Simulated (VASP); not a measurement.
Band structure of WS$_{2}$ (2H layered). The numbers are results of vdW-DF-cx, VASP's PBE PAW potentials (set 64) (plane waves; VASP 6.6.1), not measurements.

Unless said otherwise, spin-orbit coupling is left out, though it shifts the bands of the heavy elements here.

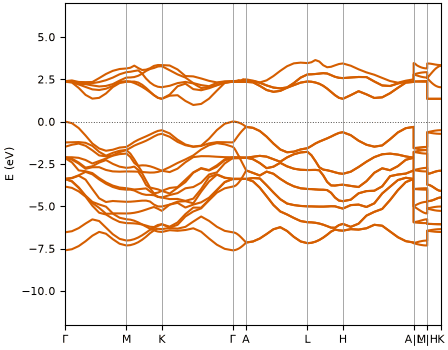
Figure: Bands along high-symmetry lines, zero at the valence-band maximum or, without a gap, the Fermi level

Read the plot: is there a gap, and where are the band edges?

The gap is indirect, 0.98 eV, from the valence maximum at Γ to the conduction minimum at K-Γ at 0.44. (Edges off the drawn lines would not show.)

The compound is WS2 in the 2H layered structure. It was relaxed first.
